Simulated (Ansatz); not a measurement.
## Nudged elastic band of CH$_{9}$NOSSi$_{2}$ (part 2 of 2)

Continued. System: CH$_{9}$NOSSi$_{2}$. Method: RKS PBE0-D4/def2-SVP (Ansatz 0.2.0). The run did not end well. It belongs to a series of runs on one base structure; here: band between the two ends.

Geometry of the input (Å):
```
N  -0.7325  -0.3038  1.2458
C  -0.3813  -0.4597  -0.1310
Si 1.2525  -1.4341  -0.3811
S  -1.7306  -1.3937  -1.0154
O  -0.2475  0.7916  -0.7476
Si 0.0165  2.1726  0.1917
H  -1.7329  -0.1578  1.3813
H  -0.4159  -1.0538  1.8530
H  1.4634  -1.6133  -1.8439
H  1.1495  -2.7586  0.3045
H  2.3956  -0.6665  0.2044
H  -1.3704  -1.0099  -2.2587
H  -1.1746  2.5761  0.9933
H  1.2140  2.0423  1.0718
H  0.2724  3.2179  -0.8389
```

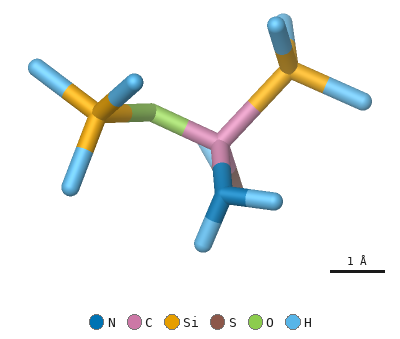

The structure as given in the input (stick view, seen at a tilt).

```
Unfinished report: {"positions_ang":[[-0.9958936489040621,-0.6397245336876425,1.3861466427974407],[-0.21917298195157311,-0.43102897295709075,0.1955817115465564],[1.1340271172883636,-1.7565584754067742,-0.10103752450144943],[-1.455019148030045,-0.49199556449546616,-1.206162458112225],[0.43335978053712165,0.805965296892812,0.23774738932212644],[-0.186223839680809,2.278262028020799,-0.314972618122926],[-0.8922948579516289,0.1521227223414727,2.0133240136863706],[-0.7675059218515908,-1.4941755450028413,1.8845394002780682],[1.7270521789834088,-1.5618319781786267,-1.4554911738460705],[0.5227432602068864,-3.1157147607932796,0.005108856027397028],[2.1904170564709515,-1.613006232863019,0.9465510918638729],[-0.5665928081278101,-0.3842698038088036,-2.222856668376287],[-1.551476955624958,2.556145654639162,0.21732360531098507],[0.7786023854773293,3.2654262498412665,0.24541526200381322],[-0.17382361684158668,2.379682915458034,-1.8018185298776719]],"unchecked":["starts","cluster_reference","orbital_swaps","neighbouring_geometries","increment"],"mean_field":{"relativity":"none","state":{"energy":{"ev":-31283.776542124193,"hartree":-1149.65758301772},"converged":true,"gradient_ev":0.00001410447553773242,"stability":{"kind":"minimum","curvature_ev":33.64115556099393},"curvature_floor_ev":0.00030000000000000003,"spin_squared":7.105427357601002e-15},"others":[],"fillings":{"estimated":0,"unestimated":0,"tried":0,"untried":0,"excluded_magnetic_sites":0},"n_dropped_functions":0,"n_trapped_functions":0,"passes":{"evaluations":3,"products":20},"factors":{"origin":"Cholesky decomposition","count":1486,"bound_ev":0.0005235660897400801},"gradient_stop_ev":0.00009,"reference_kind":"stationary","functional":{"name":"PBE0","citations":["Adamo & Barone, J. Chem. Phys. 110, 6158 (1999) doi:10.1063/1.478522","Perdew, Burke & Ernzerhof, Phys. Rev. Lett. 77, 3865 (1996) doi:10.1103/PhysRevLett.77.3865"],"text":"name \"PBE0\"\ncite \"Adamo & Barone, J. Chem. Phys. 110, 6158 (1999) doi:10.1063/1.478522\"\ncite \"Perdew, Burke & Ernzerhof, Phys. Rev. Lett. 77, 3865 (1996) doi:10.1103/PhysRevLett.77.3865\"\nparent pbe\nparameter a = 0.25\nparameter kappa = 0.804\nparameter beta = 0.06672455060314922\nexchange = (1 - a)*pbe_x(kappa = kappa, mu = beta*pi^2/3) + a*exact_x\ncorrelation = pbe_c(beta = beta)\n","parameters":{"a":{"value":0.25,"default":0.25},"beta":{"value":0.06672455060314922,"default":0.06672455060314922},"kappa":{"value":0.804,"default":0.804}},"final_grid":{"core_spheres":13.0,"valence_spheres":11.0,"degree":36.0},"final_grid_parameter_source":"default","radial_points_factor":1.0,"radial_grid_error_ev":3.235511906987185e-7,"grid_sensitivity":"normal","grid_sensitivity_ratio":0.001870803151768979},"unsmoothed_excess_ev":-0.00003227554926287875,"symmetry":{"irreps":["A"],"axes":[[0.9948905342698705,-0.020322965921935627,0.0988928808173147],[0.02912581344391507,0.9956590334934164,-0.08840122179125079],[-0.09666701511602613,0.09082987437562323,0.9911636706969574]],"occupied":[{"A":37},{"A":37}]},"held":{"pivots":1486,"left_out":0,"joined":0},"density_repulsion":{"missed_ev":0.000019890873260337568,"excess_ev":0.0,"most_excess_ev":0.0001998,"are_drawn_again":false,"n_first_factors":1486,"energy_change_ev":0.0,"n_dropped_ends":0}},"factors":{"origin":"Cholesky decomposition","count":1486,"bound_ev":0.0005235660897400801},"n_frozen":0,"n_occupied":[37,37],"n_virtual":[104,104],"reference":{"ev":-31283.776542124193,"hartree":-1149.65758301772},"dispersion":{"energy":{"ev":-0.38912162612677603,"hartree":-0.01429995600404766},"switches_in_reach":[]},"total":{"ev":-31284.16566375032,"hartree":-1149.671882973724},"forces_ev_per_angstrom":[[0.0031773650886321664,-0.003173377768313654,0.016204017643025422],[0.004424412191085438,0.005604142707356754,-0.004764089937703473],[0.006325363425758108,0.00015169182645556264,-0.008468824379875846],[0.0014381227065352331,-0.0014803400787778542,0.0015800723031896141],[-0.008630116891105651,0.004390467100954335,-0.00015018439620670485],[0.0033998064394514726,-0.0061897825574849,0.0031162341370339353],[-0.0027432176988089994,0.0033475421045987296,-0.0058109747310392725],[-0.004159337561491146,-0.0025476060263398574,-0.0035772371824933187],[-0.00029589278185133613,0.00014679782342611088,-0.002131101509164542],[-0.0011417074015237462,0.0010394899025196695,0.00340060481164783],[-0.0031817178039785,-0.0010153038327177458,0.002213130676103067],[-0.000025654630521138727,0.00001118476389511667,-0.00023320370887705642],[0.0004437500588234055,0.0005432592834491157,0.00024073960289024891],[0.00025769932388838417,-0.0005138065223013371,-0.0005388395613734511],[0.0007111255311166286,-0.00031435875172046955,-0.0010803437724336935]],"charge_distribution":{"dipole_moment_e_ang":[0.1878382396247939,-0.03477950436776387,0.1649734036506091],"mulliken_charges_e":[-0.17844054867219494,-0.14550773912164683,0.40520913309567774,-0.040036529487569084,-0.48092861713606716,0.520923959775434,0.12866261578585902,0.12892966497315084,-0.06291663207425291,-0.05512534134552616,-0.05972871208319752,0.07949949384409316,-0.07134808226637657,-0.08454416502221429,-0.08464850026513626],"lowdin_charges_e":[0.10011945398915856,-0.3533445349146991,0.2650441323454338,0.25464807969168746,-0.03179618608022494,0.2734523709986263,0.0034136534776043614,0.005682959642226315,-0.07024372067401896,-0.07106188495709276,-0.0720923755011793,-0.034247714881724844,-0.08792710187220254,-0.08768504395048704,-0.09396208731308242]},"n_threads":2,"memory_gib":2.556818182580173,"seconds":{"hamiltonian":3.444166354,"orbitals":0.0,"second_order":0.0,"solver_start":0.0,"cycles":0.0,"cycle":0.0,"perturbative":0.0,"full_ci_increment":0.0,"forces":0.0}}
this run last wrote the band of iteration 24 to [file]
Error: NEB band did not converge after 24 iterations: max|band force component| = 2.13e-1 eV/Å (threshold 5.0e-2); raise `neb.max_iterations` in a new run, which can start from the last band evaluated (`neb.initial_path`, with `crystal.atoms` and `neb.final_atoms` set to its first and last images), add images, or start from endpoints closer to local minima. Where this run's directory can be resumed (`checkpoint.write`), a resume goes on for up to `neb.max_iterations` more; to start a new run from the last band, take its images' positions from the `neb_iteration` event of iteration 24 (`data.images[].positions_ang`), in the event stream of the run that computed that iteration (not this run's, if it was resumed behind it). With `checkpoint.write`, `steps/00-neb/state/checkpoint.json` in the run directory holds the last saved band, under `neb.evaluated.images[].positions_ang` (a band under a hybrid functional on support functions is neither saved nor resumed: `neb.initial_path` says where its path is): check the last entry of `neb.iterations` there, which is earlier than 24 if that iteration was not saved or its write failed. If the band's step has no `state` directory and holds `state.next`, a write was cut short, and the file is under `state.next` instead (behind a loss of power it can be under `state.prev`)
this run wrote the band of iteration 24 to [file] as well, whether or not its events were kept: a new run's `neb.initial_path` can list its `images[].positions_ang`
a run's events are kept only if it was started with --events-out <file>, and are in that file
```

The last band as extended XYZ (Å, eV, eV/Å):
```
15
Properties=species:S:1:pos:R:3:forces:R:3 image=0 energy=-31284.33659
N    -0.7325   -0.3038    1.2458   -0.0049  -0.0048   0.0040
C    -0.3813   -0.4597   -0.1310   -0.0036  -0.0002  -0.0027
Si    1.2525   -1.4341   -0.3811   -0.0048  -0.0026   0.0006
S    -1.7306   -1.3937   -1.0154    0.0009   0.0023  -0.0038
O    -0.2475    0.7916   -0.7476    0.0080   0.0026   0.0068
Si    0.0165    2.1726    0.1917   -0.0016  -0.0014  -0.0040
H    -1.7329   -0.1578    1.3813    0.0012   0.0005  -0.0003
H    -0.4159   -1.0538    1.8530    0.0037   0.0029  -0.0057
H     1.4634   -1.6133   -1.8439    0.0017   0.0001   0.0005
H     1.1495   -2.7586    0.3045    0.0021   0.0004  -0.0005
H     2.3956   -0.6665    0.2044    0.0005  -0.0013  -0.0003
H    -1.3704   -1.0099   -2.2587   -0.0015  -0.0014   0.0059
H    -1.1746    2.5761    0.9933   -0.0009  -0.0002   0.0002
H     1.2140    2.0423    1.0718   -0.0005   0.0019  -0.0001
H     0.2724    3.2179   -0.8389   -0.0002   0.0011  -0.0007
15
Properties=species:S:1:pos:R:3:forces:R:3 image=1 energy=-31284.29286
N    -0.5440   -0.2997    1.3389   -0.0021   0.0129  -0.0040
C    -0.1806   -0.4316   -0.0364   -0.0051  -0.0019  -0.0103
Si    1.2168   -1.7044   -0.3437    0.0011   0.0050  -0.0006
S    -1.6828   -1.0134   -0.9880   -0.0032  -0.0159   0.0027
O     0.2463    0.7787   -0.5961   -0.0150  -0.0010  -0.0172
Si   -0.1207    2.2852    0.0634    0.0026  -0.0038   0.0041
H    -1.5352   -0.1183    1.4837   -0.0096  -0.0083  -0.0063
H    -0.2460   -1.0636    1.9366    0.0181   0.0201   0.0073
H     1.4742   -1.7723   -1.8085    0.0006  -0.0021  -0.0006
H     0.7815   -3.0362    0.1770    0.0055   0.0032   0.0046
H     2.4605   -1.2861    0.3750   -0.0017   0.0107  -0.0017
H    -1.2213   -0.6418   -2.2011   -0.0120  -0.0105  -0.0006
H    -1.5267    2.3520    0.5605   -0.0031   0.0068  -0.0087
H     0.8194    2.6775    1.1512    0.0006  -0.0253   0.0177
H     0.0367    3.2232   -1.0831    0.0233   0.0101   0.0137
15
Properties=species:S:1:pos:R:3:forces:R:3 image=2 energy=-31284.24757
N    -0.5474   -0.3893    1.4164   -0.0020   0.0019  -0.0039
C    -0.1212   -0.4228    0.0556    0.0004  -0.0043  -0.0061
Si    1.2024   -1.7706   -0.2589    0.0030   0.0013   0.0024
S    -1.6083   -0.7988   -1.0317    0.0036  -0.0013   0.0098
O     0.4503    0.7796   -0.3620   -0.0151   0.0104  -0.0068
Si   -0.1244    2.3288   -0.0464    0.0092  -0.0130   0.0062
H    -1.4642    0.0410    1.5333   -0.0023  -0.0009   0.0015
H    -0.5604   -1.3040    1.8577    0.0024   0.0019   0.0000
H     1.4894   -1.8133   -1.7198   -0.0002   0.0000  -0.0009
H     0.6651   -3.0863    0.2052   -0.0001  -0.0004   0.0008
H     2.4507   -1.4552    0.4986   -0.0015   0.0017  -0.0011
H    -1.0055   -0.5406   -2.2130    0.0003  -0.0010  -0.0004
H    -1.4751    2.2950    0.5885   -0.0032   0.0015  -0.0064
H     0.8310    3.0340    0.8528    0.0015  -0.0002   0.0020
H    -0.2041    3.0520   -1.3469    0.0042   0.0023   0.0030
15
Properties=species:S:1:pos:R:3:forces:R:3 image=3 energy=-31284.27177
N    -0.6037   -0.4876    1.4506   -0.0027  -0.0064  -0.0019
C    -0.0828   -0.4124    0.1253   -0.0089  -0.0067   0.0055
Si    1.2009   -1.8011   -0.1835    0.0009   0.0008  -0.0022
S    -1.5071   -0.6028   -1.0984    0.0078   0.0119   0.0078
O     0.5720    0.7944   -0.1023    0.0038   0.0113   0.0148
Si   -0.1369    2.3215   -0.1155    0.0005  -0.0073  -0.0046
H    -1.4039    0.1304    1.5876    0.0059  -0.0031   0.0145
H    -0.8817   -1.4318    1.7041   -0.0054  -0.0094  -0.0019
H     1.5229   -1.8421   -1.6385    0.0042   0.0109   0.0004
H     0.6010   -3.1019    0.2445   -0.0035  -0.0014  -0.0115
H     2.4382   -1.5369    0.6070   -0.0050  -0.0083   0.0044
H    -0.7902   -0.4265   -2.2311    0.0081   0.0105   0.0030
H    -1.3599    2.3633    0.7413    0.0013   0.0066  -0.0003
H     0.8950    3.2381    0.4397    0.0000   0.0086  -0.0175
H    -0.4854    2.7448   -1.5016   -0.0070  -0.0183  -0.0105
15
Properties=species:S:1:pos:R:3:forces:R:3 image=4 energy=-31284.25001
N    -0.6118   -0.5691    1.5564    0.1210   0.0537   0.0674
C    -0.1070   -0.4133    0.2480    0.0254   0.0130   0.0087
Si    1.1641   -1.7786   -0.1809    0.0173   0.0033   0.0100
S    -1.5099   -0.5099   -1.0306    0.0177  -0.0140   0.0549
O     0.5496    0.8095    0.1143    0.0239   0.0324  -0.0406
Si   -0.1462    2.2937   -0.2652    0.0181  -0.0003  -0.0001
H    -1.3660    0.0606    1.8145   -0.0931  -0.0253  -0.0476
H    -0.7844   -1.5189    1.8591   -0.1403  -0.0593  -0.0717
H     1.6294   -1.5489   -1.5780   -0.0008  -0.0103  -0.0040
H     0.5110   -3.1186   -0.0693    0.0045   0.0078   0.0182
H     2.3096   -1.7026    0.7717    0.0387  -0.0120  -0.0173
H    -0.7403   -0.3077   -2.1257   -0.0318  -0.0143   0.0210
H    -1.4613    2.5080    0.4094    0.0124  -0.0131   0.0212
H     0.8393    3.2853    0.2452    0.0084   0.0161  -0.0204
H    -0.2979    2.4599   -1.7397   -0.0215   0.0223   0.0004
15
Properties=species:S:1:pos:R:3:forces:R:3 image=5 energy=-31284.21615
N    -0.9485   -0.7159    1.3913   -0.0613  -0.0770   0.2094
C    -0.2167   -0.4567    0.2011    0.0420   0.0861  -0.1377
Si    1.1195   -1.7812   -0.1549   -0.0219  -0.0222  -0.0201
S    -1.4834   -0.4910   -1.1755    0.0547  -0.0174   0.0471
O     0.4572    0.7796    0.2226    0.0208  -0.0549  -0.0056
Si   -0.1644    2.2643   -0.2796   -0.0046   0.0317   0.0077
H    -1.1709    0.1408    1.8914   -0.1383   0.0371  -0.1061
H    -0.4802   -1.3442    2.0355    0.0985   0.0229   0.0290
H     1.6771   -1.5357   -1.5146    0.0102   0.0060  -0.0017
H     0.5165   -3.1436   -0.0752    0.0049  -0.0163  -0.0071
H     2.1957   -1.6568    0.8773   -0.0133  -0.0089  -0.0136
H    -0.6168   -0.2910   -2.1959   -0.0110   0.0280  -0.0093
H    -1.5131    2.5399    0.2993    0.0012  -0.0093   0.0016
H     0.8112    3.2455    0.2717    0.0140  -0.0071  -0.0100
H    -0.2050    2.3951   -1.7650    0.0041   0.0015   0.0164
15
Properties=species:S:1:pos:R:3:forces:R:3 image=6 energy=-31284.16563
N    -0.9959   -0.6397    1.3861    0.0032  -0.0032   0.0162
C    -0.2192   -0.4310    0.1956    0.0044   0.0056  -0.0048
Si    1.1340   -1.7566   -0.1010    0.0063   0.0002  -0.0085
S    -1.4550   -0.4920   -1.2062    0.0014  -0.0015   0.0016
O     0.4334    0.8060    0.2377   -0.0086   0.0044  -0.0001
Si   -0.1862    2.2783   -0.3150    0.0034  -0.0062   0.0031
H    -0.8923    0.1521    2.0133   -0.0027   0.0033  -0.0058
H    -0.7675   -1.4942    1.8845   -0.0042  -0.0025  -0.0036
H     1.7271   -1.5618   -1.4555   -0.0003   0.0001  -0.0021
H     0.5227   -3.1157    0.0051   -0.0011   0.0010   0.0034
H     2.1904   -1.6130    0.9466   -0.0032  -0.0010   0.0022
H    -0.5666   -0.3843   -2.2229    0.0000   0.0000  -0.0002
H    -1.5515    2.5561    0.2173    0.0004   0.0005   0.0002
H     0.7786    3.2654    0.2454    0.0003  -0.0005  -0.0005
H    -0.1738    2.3797   -1.8018    0.0007  -0.0003  -0.0011
15
Properties=species:S:1:pos:R:3:forces:R:3 image=7 energy=-31284.22821
N    -1.0064   -0.5118    1.3779    0.0019   0.0279   0.0067
C    -0.2067   -0.3940    0.1807   -0.0059   0.0088  -0.0177
Si    1.1537   -1.7311   -0.0402    0.0126  -0.0002  -0.0015
S    -1.4382   -0.5186   -1.2114    0.0044  -0.0037   0.0109
O     0.4398    0.8386    0.1991    0.0098   0.0129  -0.0008
Si   -0.2111    2.3014   -0.3461   -0.0090  -0.0023   0.0011
H    -0.5412   -0.0125    2.1313    0.0806  -0.0385   0.0286
H    -1.1519   -1.4776    1.6630   -0.0760  -0.0011  -0.0473
H     1.7984   -1.5937   -1.3803    0.0078  -0.0026   0.0021
H     0.5293   -3.0839    0.0816   -0.0038   0.0075   0.0090
H     2.1774   -1.5699    1.0364   -0.0039   0.0065   0.0077
H    -0.5317   -0.5477   -2.2161   -0.0019  -0.0283   0.0016
H    -1.5873    2.5508    0.1656   -0.0053  -0.0002   0.0013
H     0.7327    3.3048    0.2214   -0.0067   0.0070   0.0007
H    -0.1786    2.3946   -1.8335   -0.0046   0.0062  -0.0024
15
Properties=species:S:1:pos:R:3:forces:R:3 image=8 energy=-31284.27222
N    -0.9617   -0.3393    1.2779   -0.0042  -0.0027   0.0042
C    -0.1501   -0.3617    0.0820    0.0004  -0.0011   0.0098
Si    1.1860   -1.7394    0.0569   -0.0079   0.0109  -0.0093
S    -1.3781   -0.6269   -1.2859   -0.0040   0.0018  -0.0002
O     0.5280    0.8462   -0.0356    0.0056  -0.0147   0.0180
Si   -0.2343    2.3337   -0.3157   -0.0107   0.0146  -0.0193
H    -0.3678   -0.2809    2.1037   -0.0060   0.0117  -0.0006
H    -1.5515   -1.1649    1.3566    0.0150  -0.0117   0.0106
H     1.9236   -1.7672   -1.2419   -0.0016   0.0005  -0.0027
H     0.5232   -3.0582    0.2896    0.0051  -0.0009  -0.0029
H     2.1381   -1.4698    1.1784    0.0006  -0.0104  -0.0029
H    -0.4570   -0.7764   -2.2626   -0.0001   0.0098   0.0030
H    -1.5135    2.4723    0.4328    0.0001   0.0016  -0.0150
H     0.7581    3.3342    0.1665   -0.0014  -0.0037   0.0097
H    -0.4649    2.5474   -1.7735    0.0092  -0.0056  -0.0024
15
Properties=species:S:1:pos:R:3:forces:R:3 image=9 energy=-31284.27323
N    -1.1024   -0.2793    1.0574   -0.0036   0.0016  -0.0050
C    -0.1511   -0.3781   -0.0263    0.0005  -0.0008  -0.0047
Si    1.1875   -1.7384    0.1755    0.0004   0.0016   0.0030
S    -1.1983   -0.7737   -1.5097    0.0045  -0.0039  -0.0058
O     0.5283    0.8275   -0.1523   -0.0007   0.0013  -0.0035
Si   -0.2244    2.3451   -0.2206   -0.0001  -0.0019   0.0034
H    -0.6162   -0.1617    1.9456   -0.0060   0.0026  -0.0045
H    -1.7005   -1.1003    1.1225   -0.0031   0.0009  -0.0064
H     2.0514   -1.8225   -1.0398    0.0026  -0.0018   0.0037
H     0.5138   -3.0512    0.4089    0.0004   0.0001   0.0016
H     2.0235   -1.4049    1.3707   -0.0022   0.0014   0.0036
H    -0.1581   -0.9257   -2.3563    0.0074  -0.0034  -0.0028
H    -0.9443    2.6913    1.0368    0.0170   0.0061   0.0198
H     0.9204    3.2789   -0.4010    0.0042  -0.0017  -0.0149
H    -1.1514    2.4424   -1.3820   -0.0215  -0.0021   0.0125
15
Properties=species:S:1:pos:R:3:forces:R:3 image=10 energy=-31284.31494
N    -0.9721   -0.1612    1.0306   -0.0058   0.0130  -0.0122
C    -0.1404   -0.3982   -0.1259    0.0109   0.0026  -0.0110
Si    1.1984   -1.7499    0.0927    0.0059  -0.0079   0.0012
S    -1.3012   -0.9412   -1.4752   -0.0087  -0.0020   0.0013
O     0.5147    0.7767   -0.4858    0.0073  -0.0007   0.0012
Si   -0.1822    2.2651   -0.0555   -0.0028  -0.0027   0.0018
H    -0.5053   -0.3682    1.9105    0.0058  -0.0027   0.0106
H    -1.8740   -0.6274    1.0065   -0.0103  -0.0053   0.0054
H     1.9770   -1.9155   -1.1681   -0.0004  -0.0002   0.0012
H     0.5412   -3.0366    0.4699    0.0003  -0.0027  -0.0009
H     2.1112   -1.3326    1.2048    0.0007  -0.0010  -0.0005
H    -0.3989   -0.7571   -2.4602    0.0012  -0.0007   0.0005
H     0.0053    2.5905    1.3874   -0.0030   0.0035   0.0017
H     0.6210    3.2301   -0.8598    0.0007   0.0040  -0.0004
H    -1.6165    2.3749   -0.4424   -0.0018   0.0028   0.0001
```

What the run reported:

```tsv
quantity	value
outcome	not converged
barrier, forward (band not converged)	0.171 eV
barrier, backward	0.149 eV
wall time	16 min (CPU time 32 min)
peak memory	0.45 GiB
```

The run did not converge: “NEB band did not converge after 24 iterations: max|band force component| = 2.13e-1 eV/Å (threshold 5.0e-2); raise `neb.max_iterations` in a new run, which can start from the last band evaluated (`neb.initial_path`, with `crystal.atoms` and `neb.final_atoms` set to its first and last images), add images, or start from endpoints closer to local minima …” Its last values are not results.
